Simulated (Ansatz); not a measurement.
**CH2InN (SMILES N#[C][InH2]): functionals against CCSD(T) at one geometry**

A test off equilibrium: a structure displaced at random from a GFN2-xTB minimum is computed at several levels, and each is set against CCSD(T).

Computed with Ansatz 0.2.0, Gaussian basis. Level: single points in def2-TZVPP.

Cores are frozen in the correlated methods. Filled d shells of the heavier atoms are correlated. Core potentials replace the inner electrons past krypton, and spin-orbit coupling is left out.

### Step 1. Starting geometry

SMILES `N#[C][InH2]`, 5 atoms, charge 0, spin multiplicity 1.

Atoms are counted from 1 here; the program's logs count them from 0.

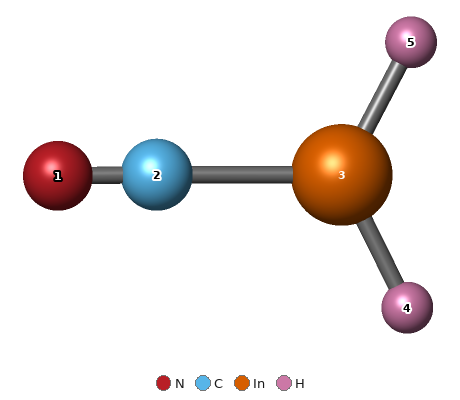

The starting geometry (nitrogen red, carbon blue, indium orange, hydrogen pink); atoms are numbered from 1 in the order of the file.

Geometry (Å):

```mol
CH2InN
  3D, bonds by distance, orders not assigned

  5  4  0  0  0  0  0  0  0  0999 V2000
    0.1293   -1.9612    1.6162 N   0  0
    0.0793   -1.0687    0.8839 C   0  0
   -0.0308    0.5882   -0.5001 In  0  0
   -0.9879    0.3479   -1.9076 H   0  0
    0.8919    2.0110   -0.1261 H   0  0
  1  2  8  0
  2  3  8  0
  3  4  8  0
  3  5  8  0
M  END
```

### Step 2. CCSD(T)/def2-TZVPP

File run/in.yaml:

```yaml
crystal:
  periodic: [false, false, false]
  atoms:
    - {symbol: N, position_ang: [0.129300, -1.961200, 1.616200]}
    - {symbol: C, position_ang: [0.079300, -1.068700, 0.883900]}
    - {symbol: In, position_ang: [-0.030800, 0.588200, -0.500100]}
    - {symbol: H, position_ang: [-0.987900, 0.347900, -1.907600]}
    - {symbol: H, position_ang: [0.891900, 2.011000, -0.126100]}
basis:
  gaussian: {orbitals: def2-TZVPP}
correlation: {method: ccsd_t}
output: {forces: true}
```

Started as:

```
> ansatz run in.yaml --threads 4 --pin off --events-out ev --progress --plain --max-ram 5222MiB
```

### Step 3. PBE0-D4/def2-TZVPP

Changes to run/in.yaml since step 2:

```diff
@@ -10,3 +10,3 @@
   gaussian: {orbitals: def2-TZVPP}
-correlation: {method: ccsd_t}
-output: {forces: true}
+hamiltonian: {xc: pbe0, dispersion: d4}
+output: {forces: true, orbitals: {seedname: orbitals}}
```

### Step 4. wB97M-V/def2-TZVPP

Changes to run/in.yaml since step 3:

```diff
@@ -10,3 +10,3 @@
   gaussian: {orbitals: def2-TZVPP}
-hamiltonian: {xc: pbe0, dispersion: d4}
-output: {forces: true, orbitals: {seedname: orbitals}}
+hamiltonian: {xc: {name: wB97M-V}}
+output: {forces: true}
```

### Step 5. r2SCAN-D4/def2-TZVPP

Changes to run/in.yaml since step 4:

```diff
@@ -10,3 +10,3 @@
   gaussian: {orbitals: def2-TZVPP}
-hamiltonian: {xc: {name: wB97M-V}}
+hamiltonian: {xc: r2scan, dispersion: d4}
 output: {forces: true}
```

### Step 6. PBE-D4/def2-TZVPP

Changes to run/in.yaml since step 5:

```diff
@@ -10,3 +10,3 @@
   gaussian: {orbitals: def2-TZVPP}
-hamiltonian: {xc: r2scan, dispersion: d4}
+hamiltonian: {xc: pbe, dispersion: d4}
 output: {forces: true}
```

### Step 7. LC-wPBE/def2-TZVPP

Changes to run/in.yaml since step 6:

```diff
@@ -10,3 +10,3 @@
   gaussian: {orbitals: def2-TZVPP}
-hamiltonian: {xc: pbe, dispersion: d4}
+hamiltonian: {xc: {name: LC-wPBE}}
 output: {forces: true}
```

### Step 8. SPW92/def2-TZVPP

Changes to run/in.yaml since step 7:

```diff
@@ -10,3 +10,3 @@
   gaussian: {orbitals: def2-TZVPP}
-hamiltonian: {xc: {name: LC-wPBE}}
+hamiltonian: {xc: lda}
 output: {forces: true}
```

(Steps that only read results are left out.)

Before running it: what results should come out? Wanted: energy less free atoms, CCSD(T)/def2-TZVPP; RMS force component; RMS force error; HOMO and LUMO, PBE0-D4; T1 diagnostic.

**Answer**, as computed:

| quantity | value |
| --- | --- |
| energy less free atoms, CCSD(T)/def2-TZVPP | -1569.8 kJ/mol |
| RMS force component | 0.145 to 0.611 eV/Å over the methods |
| RMS force error | PBE0-D4 0.574, wB97M-V 0.665, r2SCAN-D4 0.382, PBE-D4 0.094, LC-wPBE 0.829, SPW92 0.284 eV/Å |
| HOMO and LUMO, PBE0-D4 | -8.94 and -2.64 eV |
| T1 diagnostic | 0.015 |

Against CCSD(T) the functionals' energies less atoms differ by -292.1 to -26.7 kJ/mol, PBE-D4 by -86.2 kJ/mol. CCSD(T) in triple zeta still lacks some correlation energy of the bonds, so part of these gaps is its own basis error and they don't rank the functionals. On forces the order runs from PBE-D4 to LC-wPBE. Frozen-core CCSD(T) forces in triple zeta carry basis errors of their own, and this is one geometry, so small gaps rank nothing.
